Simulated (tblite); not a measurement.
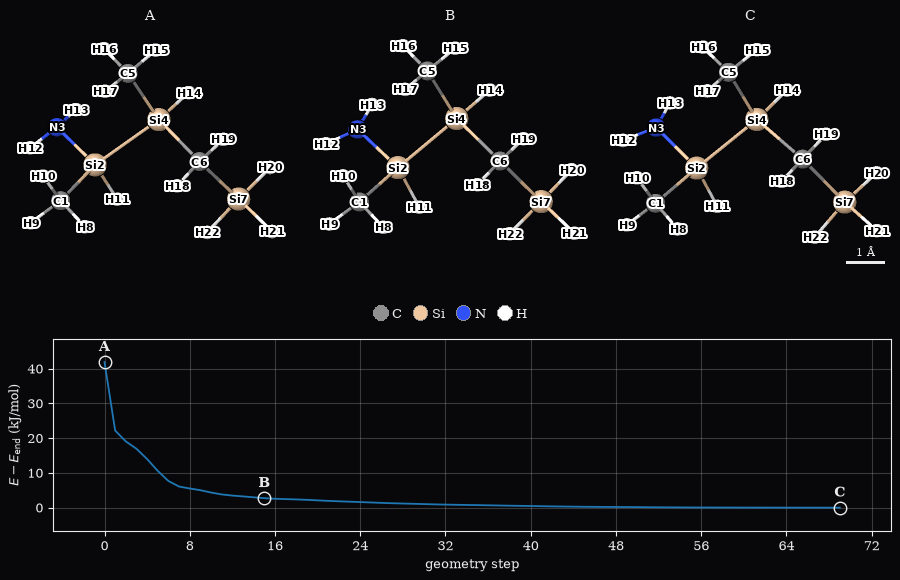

Frames of a relaxation of C$_{3}$H$_{15}$NSi$_{3}$, marked on the history of the run. A ball-and-stick model, seen at a tilt.

Theory: tblite 0.8.0, GFN2-xTB geometry optimisation, gas phase. 

> Describe the path.

H12 moves most after the best rigid fit: 0.33 Å. By element the largest moves are H 0.33 Å, Si 0.19 Å, C 0.19 Å, N 0.03 Å. Among the contacts that change: Si4–C5 1.847 → 1.911 Å, C1–Si2 1.844 → 1.903 Å, Si4–C6 1.856 → 1.912 Å, C6–Si7 1.844 → 1.894 Å. Among the angles between lasting bonds that change: Si2–N3–H12 110.5° → 119.1°, N3–Si2–H11 104.9° → 112.6°, C1–Si2–N3 111.8° → 104.2°. The energy falls by 41.9 kJ/mol in 69 geometry steps. The run took 1.1 s on 1 thread of Arm Neoverse N1, on a shared host. From step 0 to 15: H11 moves most (0.24 Å), energy −39.2 kJ/mol. From step 15 to 69: H atoms move most (0.20 Å), energy −2.74 kJ/mol.

```json
{"step": "0", "E − E(0), kJ/mol": "0.00"}
{"step": "1", "E − E(0), kJ/mol": "-19.72"}
{"step": "2", "E − E(0), kJ/mol": "-22.85"}
{"step": "3", "E − E(0), kJ/mol": "-24.97"}
{"step": "4", "E − E(0), kJ/mol": "-27.94"}
{"step": "5", "E − E(0), kJ/mol": "-31.35"}
{"step": "6", "E − E(0), kJ/mol": "-34.24"}
{"step": "7", "E − E(0), kJ/mol": "-35.84"}
{"step": "8", "E − E(0), kJ/mol": "-36.40"}
{"step": "9", "E − E(0), kJ/mol": "-36.89"}
{"step": "10", "E − E(0), kJ/mol": "-37.57"}
{"step": "13", "E − E(0), kJ/mol": "-38.68"}
{"step": "16", "E − E(0), kJ/mol": "-39.36"}
{"step": "19", "E − E(0), kJ/mol": "-39.67"}
{"step": "22", "E − E(0), kJ/mol": "-40.09"}
{"step": "26", "E − E(0), kJ/mol": "-40.55"}
{"step": "29", "E − E(0), kJ/mol": "-40.81"}
{"step": "32", "E − E(0), kJ/mol": "-41.04"}
{"step": "35", "E − E(0), kJ/mol": "-41.19"}
{"step": "38", "E − E(0), kJ/mol": "-41.35"}
{"step": "41", "E − E(0), kJ/mol": "-41.50"}
{"step": "44", "E − E(0), kJ/mol": "-41.63"}
{"step": "47", "E − E(0), kJ/mol": "-41.71"}
{"step": "50", "E − E(0), kJ/mol": "-41.77"}
{"step": "53", "E − E(0), kJ/mol": "-41.83"}
{"step": "57", "E − E(0), kJ/mol": "-41.88"}
{"step": "60", "E − E(0), kJ/mol": "-41.89"}
{"step": "63", "E − E(0), kJ/mol": "-41.90"}
{"step": "66", "E − E(0), kJ/mol": "-41.92"}
{"step": "69", "E − E(0), kJ/mol": "-41.92"}
```
